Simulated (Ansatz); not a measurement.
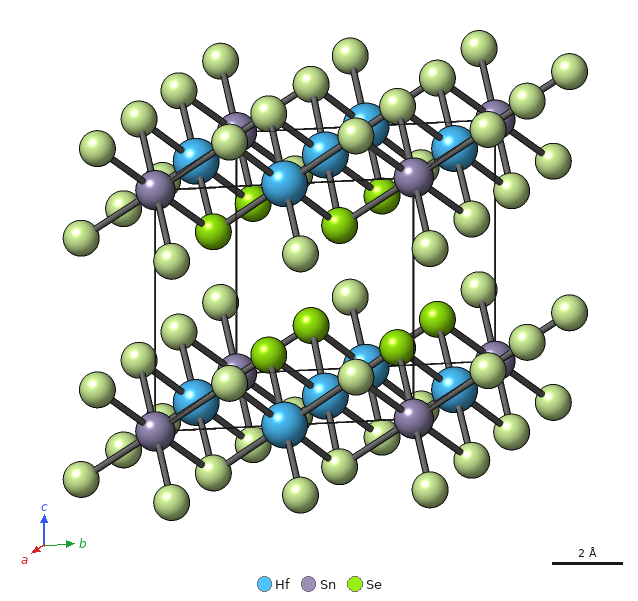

Drawn in the ball-and-stick manner and seen slightly off an axis. The conventional unit cell is outlined; an atom on or near a face, edge or corner is repeated at each equivalent position. Outside the box, the atoms bonded to those within are drawn, in fainter colours.

Hf$_{3}$SnSe$_{8}$, space group P-3m1 (No. 164), a = 7.620 Å, b = 7.620 Å, c = 7.148 Å, α = 90.00°, β = 90.00°, γ = 120.00°. The initial geometry was a structure type filled with these elements by a generator (whether the compound takes this form wasn't checked). Earlier steps of the study, as a rule a relaxation of our own, may have changed the cell and positions, so they can lie some per cent off the listed ones. Ansatz was used for an electronic-structure calculation on it.

This one geometry was computed with Ansatz (DFT, plane waves, PAW) at three levels of theory: r2SCAN, PBE and PBEsol.

Q: Which level gives the highest pressure at this volume, and what does that say about its equilibrium volume?

A: Highest: PBE (0.0 GPa), which points to the largest equilibrium volume. Lowest, with the smallest volume: PBEsol (-2.5 GPa). Levels within 0.5 GPa of each other can't be told apart.

Q: How does the band gap change with the level of theory?

A: All levels give a metal.

Q: Collect the results in a table.

A:
| level | cutoff (eV) | k-mesh of the run's cell | gap (eV) | pressure (GPa) |
| --- | --- | --- | --- | --- |
| r2SCAN | 500 | 6×6×6 | metal | -1.3 |
| PBE | 420 | 6×6×6 | metal | 0.0 |
| PBEsol | 420 | 6×6×6 | metal | -2.5 |

Gaps are taken on the k-mesh or band path of each run.
